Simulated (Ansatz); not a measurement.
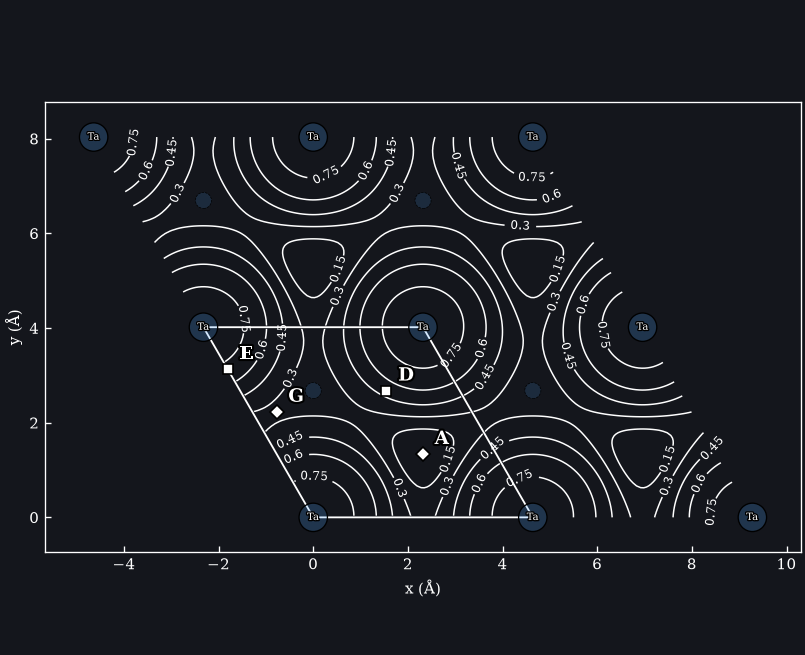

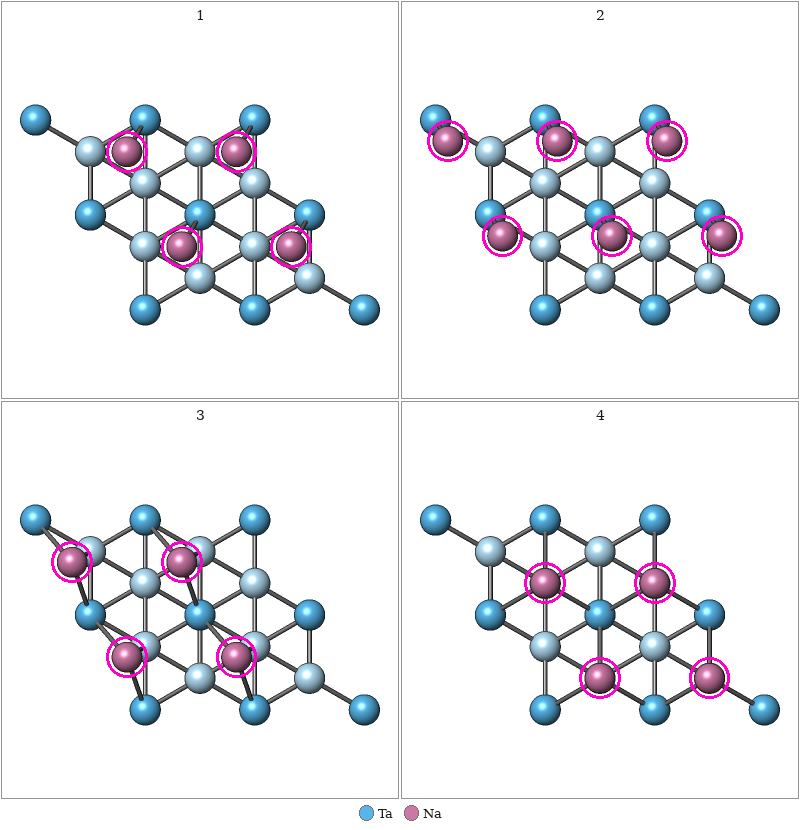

Na on a Ta(111) slab cut from the Im-3m phase, its upper half relaxed before the scan (6 atoms of substrate and one adsorbate in a 1 × 1 cell). Na is moved over the surface cell; relaxed at each place: the height of the adsorbate's atoms; substrate rigid; the origin of the map has the adsorbate above Ta6. Places are given modulo a cell vector. The map is drawn in real space over the plane of the surface. The grid has 9 × 9 points; 19 points were computed and 62 follow by symmetry. All energies are given in eV relative to the lowest grid point. With one adsorbate in each 1 × 1 cell, its nearest image is 4.6 Å away, so neighbouring adsorbates interact. Method: DFT PBEsol, scalar-relativistic, plane waves, PAW (Ansatz). Settings: cutoff 420 eV, k-mesh 6×6×1, gaussian smearing 0.1 eV, no spin polarisation.

The picture shows contour lines labelled in eV, labelled circles for the atoms of the top layer and small ones for the second layer, the outline of one cell of the 2 × 2 shown, lettered points. Between grid points the surface is interpolated. The numbered pictures are the structures at these points, in random order. Rings mark the moved atoms.

Question: Which structure belongs to which point?

Answer: A is structure 4: a threefold hollow over a third-layer Ta atom, (6/9, 3/9) of the cell vectors, 0.00 eV; D is structure 1: (6/9, 6/9) of the cell vectors [nearest 1 Ta at 2.99 Å], 0.51 eV; E is structure 2: (0/9, 7/9) of the cell vectors [nearest 1 Ta at 3.08 Å], 0.70 eV; G is structure 3: (1/9, 5/9) of the cell vectors [nearest 3 Ta at 3.29 Å], 0.28 eV.
